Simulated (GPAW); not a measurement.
Property calculation, with input and output: C2H4Si

System: C2H4Si, SMILES C#C[SiH3].
Method: RPBE/plane waves, dispersion D3(0), scalar-relativistic datasets (GPAW 26.7.0).

The atoms were displaced at random from an optimised geometry.

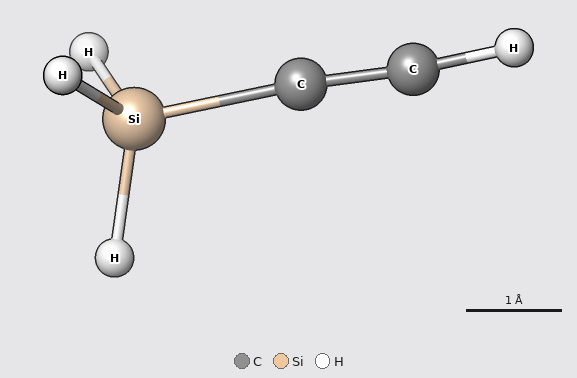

The structure as given in the input (ball-and-stick view, seen at a tilt). Bond lengths as drawn: C–C 1.20 Å, C–H 1.10 Å, C–Si 1.82 Å and H–Si 1.46 to 1.49 Å.

## Input (mol_sp.py)
```python
import numpy as np
from ase import Atoms
from ase.calculators.mixing import SumCalculator
from ase.units import Bohr, Debye
from dftd3.ase import DFTD3
from gpaw import GPAW, PW
from gpaw.hybrids.eigenvalues import non_self_consistent_eigenvalues
from gpaw.hybrids.energy import non_self_consistent_energy

# Structure
positions_bohr = np.array(
              [[ -1.031108,  -3.496471,   0.380035],
               [ -0.475145,  -1.325437,   0.076594],
               [  0.607022,   1.924539,  -0.134384],
               [ -1.700355,  -5.466265,   0.495498],
               [ -0.167074,   2.905785,  -2.660152],
               [ -0.535308,   3.444370,   1.865982],
               [  3.405500,   2.027370,   0.003590]])
molecule = Atoms(['C', 'C', 'Si', 'H', 'H', 'H', 'H'], positions=positions_bohr * Bohr)
molecule.center(vacuum=4.5)

# Calculator
calculator = GPAW(mode=PW(500), maxiter=150, xc='RPBE', txt='-')
molecule.calc = SumCalculator([DFTD3(method='RPBE', damping='d3zero'), calculator])

energy = molecule.get_potential_energy()
print(f'Energy                  {energy:.5f} eV')
dipole = calculator.get_dipole_moment(molecule) / Debye
print(f'Dipole: {np.linalg.norm(dipole):.3f} D')
homo, lumo = calculator.get_homo_lumo()
print(f'HOMO: {homo:.3f} eV')
print(f'LUMO = {lumo:.3f} eV')
print(f'Gap                     {lumo - homo:.3f} eV')

# Hybrid on top of these orbitals
e_hybrid = non_self_consistent_energy(calculator, 'PBE0').sum()
eig, vxc, vhyb = non_self_consistent_eigenvalues(calculator, 'PBE0')
levels = (eig - vxc + vhyb)[:, 0]
print(f'Hybrid energy: {e_hybrid:.4f} eV')
print('Hybrid levels (eV):', levels.round(3))
```

Machine: 1 thread of Arm Neoverse V1, 24 GiB of memory available, shared host.

Run as:
```bash
python3 mol_sp.py
```

## The program's output
```
__  _  _
 | _ |_)|_||  |
 |__||  | ||/\| - 26.7.0

units:  Angstrom and eV
cores:  1
OpenMP: False

Versions:
  Python: 3.12.14
  ASE:    3.29.0
  Numpy:  2.5.5
  Scipy:  1.18.1
  Libxc:  7.0.0

        _gpaw.cpython-312-aarch64-linux-gnu.so

Input parameters:
  mode=PW(ecut=500.0),
  maxiter=150,
  xc=XC(name='RPBE')

Diagonalizing LCAO Hamiltonian
Converting LCAO to pw mode
         .----------------------------.
        /|                            |
       / |                            |
      /  |                            |
     /   |                            |
    /    |                            |
   /     |                            |
  /      |                            |
 *       |         H                  |
 |       |                            |
 |       |          Si  H             |
 |       |      C CH                  |
 |       |     H                      |
 |       |                            |
 |       .----------------------------.
 |      /                            /
 |     /                            /
 |    /                            /
 |   /                            /
 |  /                            /
 | /                            /
 |/                            /
 *----------------------------*

Atoms  # Å, Bohr magnetons
|   | symbol |        x |        y |        z |    initial magnetic moments |
|---|--------|----------|----------|----------|-----------------------------|
| 0 |      C | 4.854150 | 5.542370 | 6.108798 | ( 0.0000,  0.0000,  0.0000) |
| 1 |      C | 5.148353 | 6.691232 | 5.948224 | ( 0.0000,  0.0000,  0.0000) |
| 2 |     Si | 5.721011 | 8.411045 | 5.836579 | ( 0.0000,  0.0000,  0.0000) |
| 3 |      H | 4.500000 | 4.500000 | 6.169898 | ( 0.0000,  0.0000,  0.0000) |
| 4 |      H | 5.311377 | 8.930298 | 4.500000 | ( 0.0000,  0.0000,  0.0000) |
| 5 |      H | 5.116516 | 9.215305 | 6.895127 | ( 0.0000,  0.0000,  0.0000) |
| 6 |      H | 7.201902 | 8.465461 | 5.909592 | ( 0.0000,  0.0000,  0.0000) |

Unit cell  # Å
| periodic |         x |         y |         z |   lengths |    angles |
|----------|-----------|-----------|-----------|-----------|-----------|
|       no | 11.701902 |  0.000000 |  0.000000 | 11.701902 | 90.000000 |
|       no |  0.000000 | 13.715305 |  0.000000 | 13.715305 | 90.000000 |
|       no |  0.000000 |  0.000000 | 11.395127 | 11.395127 | 90.000000 |

Number of symmetries: 1
Symmetry operations  # r_c * U_cc + t_c -> r_c
|   | kind |            matrix            |
|---|------|------------------------------|
| 0 |  E   |  1, 0, 0,  0, 1, 0,  0, 0, 1 |

BZ-sampling:
  Number of BZ points: 1
  Number of IBZ points: 1

  Monkhorst-Pack size: [1, 1, 1]
  Monkhorst-Pack shift: [0, 0, 0]

K-points  # in reciprocal-cell coordinates
|   |                                coordinates |     weight |
|---|--------------------------------------------|------------|
| 0 | (  0.00000000,   0.00000000,   0.00000000) | 1.00000000 |

Plane wave coefficients: 23207
Cutoff: 500.0 eV

Spin-components: 1 (collinear spins)
Bands:           14
Projectors:      27
Spin-degeneracy: 2
Datatype:        float64

  Storage: CPU
  Wave functions: 5_198_368 bytes (5_198_368 per core)
  Projectors: 10_768_048 bytes (10_768_048 per core)

Parallelization:
  kpt:    1
  domain: 1
  band:   1

Density:
  Valence electrons: 16.0
  Components: 1
  Grid points: [63 72 60]
  Charge: 0.0  # |e|

Potential:
  Grid points: [63 72 60]

species:
  C:
    name:    Carbon
    Z:       6.0
    valence: 4
    core:    2
    charge:  0.0  # [|e|]
    file:    C.RPBE.gz
    compensation charges:
      type: gauss
      rc: 0.20  # [Å]
      lmax: 2
    cutoffs:
      filter: 1.14  # [Å]
      core: 1.14  # [Å]
    projectors
    | kind |    occ | energy [eV] | rcut [Å] |
    |------|--------|-------------|----------|
    |   2s |  2.000 |     -13.815 |    0.635 |
    |   2p |  2.000 |      -5.254 |    0.635 |
    |    s |        |      13.396 |    0.635 |
    |    p |        |      21.957 |    0.635 |
    |    d |        |       0.000 |    0.635 |

    Using partial waves for C as LCAO basis

  Si:
    name:    Silicon
    Z:       14.0
    valence: 4
    core:    10
    charge:  0.0  # [|e|]
    file:    Si.RPBE.gz
    compensation charges:
      type: gauss
      rc: 0.33  # [Å]
      lmax: 2
    cutoffs:
      filter: 1.86  # [Å]
      core: 2.06  # [Å]
    projectors
    | kind |    occ | energy [eV] | rcut [Å] |
    |------|--------|-------------|----------|
    |   3s |  2.000 |     -10.793 |    1.058 |
    |   3p |  2.000 |      -4.075 |    1.058 |
    |    s |        |      16.418 |    1.058 |
    |    p |        |      23.136 |    1.058 |
    |    d |        |       0.000 |    1.058 |

    Using partial waves for Si as LCAO basis

  H:
    name:    Hydrogen
    Z:       1.0
    valence: 1
    core:    0
    charge:  0.0  # [|e|]
    file:    H.RPBE.gz
    compensation charges:
      type: gauss
      rc: 0.15  # [Å]
      lmax: 2
    cutoffs:
      filter: 0.85  # [Å]
      core: 0.53  # [Å]
    projectors
    | kind |    occ | energy [eV] | rcut [Å] |
    |------|--------|-------------|----------|
    |   1s |  1.000 |      -6.572 |    0.476 |
    |    s |        |      20.639 |    0.476 |
    |    p |        |       0.000 |    0.476 |

    Using partial waves for H as LCAO basis

Reference energy: -9999.117106  # eV

eigensolver:
  PPCG
  Converge bands: occupied
  niter=2

density mixing:
  MSR1-Mixer
  Pratt-step length: 0.05
  Maximum mixing coefficient: 0.75
  Old densities: 10
  SVD Regularization: 0.005
  Good broyden scale: 1.0
  Trust region scale: 1.0
  Backstep threshold: 4.0
  History deletion threshold: 6.0
  Fourier metric: weight=20.0, sigma=0.015

occupation numbers:
  # Zero width

poisson solver:
  ecut: 4000.0  # eV

xc functional:
  name: RPBE with 2 nearest neighbor stencil

Initialization done in: 1.450 s

convergence criteria:
- Maximum [total energy] change in last 3 cyles: 0.0005 eV / valence electron
- Maximum integral of absolute [dens]ity change: 0.0001 electrons / valence electron
- Maximum integral of absolute [eigenst]ate change: 4e-08 eV^2 / valence electron
maximum number of iterations: 150

SCF iterations
|iter     |     time |      energy | eigst |  dens |
|---------|----------|-------------|-------|-------|
|iter:   1| 00:00:02 |  -37.851663 | +0.67 |       |
|iter:   2| 00:00:03 |  -37.301353 | -1.09 | -0.56 |
|iter:   3| 00:00:05 |  -34.232837 | -0.34 | -0.59 |
|iter:   4| 00:00:06 |  -34.134546 | -1.38 | -1.29 |
|iter:   5| 00:00:08 |  -34.131229 | -2.22 | -1.59 |
|iter:   6| 00:00:09 |  -34.123181 | -2.78 | -1.81 |
|iter:   7| 00:00:11 |  -34.124187 | -4.14 | -2.24 |
|iter:   8| 00:00:12 |  -34.124201c| -5.26 | -3.04 |
|iter:   9| 00:00:14 |  -34.124204c| -6.38 | -3.56 |
|iter:  10| 00:00:15 |  -34.124204c| -7.34 | -4.14c|
|iter:  11| 00:00:16 |  -34.124204c| -7.78c| -4.77c|

Converged in 11 steps
SCF loop duration: 14.984 s (1.362 s/step)
Energy contributions relative to reference atoms: (reference = -9999.117106)

Energy contributions:
  Kinetic:          39.748467
  Coulomb:         -42.851992
  Zero:              0.002540
  External:          0.000000
  Xc:              -31.023219
  Entropy:           0.000000
  Spinorbit:         0.000000
  ----------------------------
  Free energy:     -34.124204
  Extrapolated:    -34.124204

dipole moment: (-0.027636, -0.089839, 0.033228)  # |e|*Ang

Fermi level: -3.866
Eigenvalues  # (at kpt = [0.000, 0.000, 0.000])
| band index |      eig [eV] | occ [0-2] |
|------------|---------------|-----------|
|          0 |       -18.474 |     2.000 |
|          1 |       -14.148 |     2.000 |
|          2 |       -12.572 |     2.000 |
|          3 |        -9.576 |     2.000 |
|          4 |        -8.689 |     2.000 |
|          5 |        -8.524 |     2.000 |
|          6 |        -6.901 |     2.000 |
|          7 |        -6.871 |     2.000 |
|          8 |        -0.860 |     0.000 |
|          9 |        -0.787 |     0.000 |
|         10 |        -0.449 |     0.000 |
|         11 |        -0.038 |     0.000 |
|         12 |         0.239 |     0.000 |
|         13 |         0.573 |     0.000 |

Gap: 6.012 eV
Transition (v -> c):
  (s=0, k=0, n=7, [0.00, 0.00, 0.00]) -> (s=0, k=0, n=8, [0.00, 0.00, 0.00])
No difference between direct/indirect transitions
vacuum-level: 0.230  # V
Energy                  -34.23216 eV
Dipole: 0.479 D
HOMO: -6.871 eV
LUMO = -0.860 eV
Gap                     6.012 eV
IBZ(<points: 1, symmetries: 1>)
Occupied bands: 8
Transforming wave functions from IBZ to BZ: 0.006 seconds
Distributing wave functions and iFFT-ing to real space: 0.048 seconds
DFT energy: -34.12420370581747 eV
minus DFT-XC energy: 31.02321883715686 eV
Semi-local contribution: 193.302 eV (0.607 seconds)
Calculating EXX contributions: 1.178 seconds
Core-core contribution:           -177.653
Valence-core contribution:          -3.944
Valence-valence contribution:      -36.927
IBZ(<points: 1, symmetries: 1>)
Occupied bands: 8
Transforming wave functions from IBZ to BZ: 0.006 seconds
Distributing wave functions and iFFT-ing to real space: 0.047 seconds
Calculating eigenvalues:
  k-points: 1
  Bands: 0-13 (inclusive)
  Seconds: 0.619 (wave-function broadcasting: 0.024 seconds)
HSE06-eigenvalue shifts:
  min: -2.608 eV
  ave: -0.686 eV
  max: 0.874 eV
Hybrid energy: -28.3226 eV
Hybrid levels (eV): [[-2.1083e+01 -1.6124e+01 -1.4366e+01 -1.1120e+01 -1.0092e+01 -9.9170e+00
  -8.1760e+00 -8.1390e+00  5.0000e-03  8.8000e-02 -4.1000e-02  5.5100e-01
   6.7600e-01  1.0510e+00]]
```

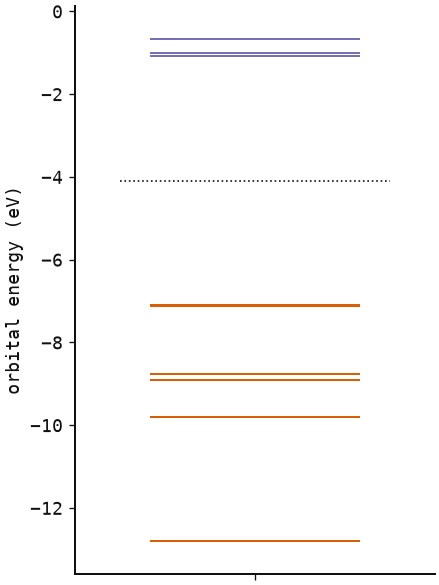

Orbital energies near the frontier; the dotted line parts filled from empty levels, and levels within 0.02 eV of each other stand side by side. Highest filled −7.10 eV, lowest empty −1.09 eV, 6.01 eV apart.

## Results in brief

| quantity | value |
| --- | --- |
| outcome | converged |
| energy relative to the program's reference atoms | −34.2322 eV |
| dispersion energy | −0.003967 hartree |
| HOMO | −7.10 eV |
| LUMO | −1.09 eV |
| dipole moment | 0.48 D |
| wall time | 21 s |
| peak memory | 0.62 GiB |
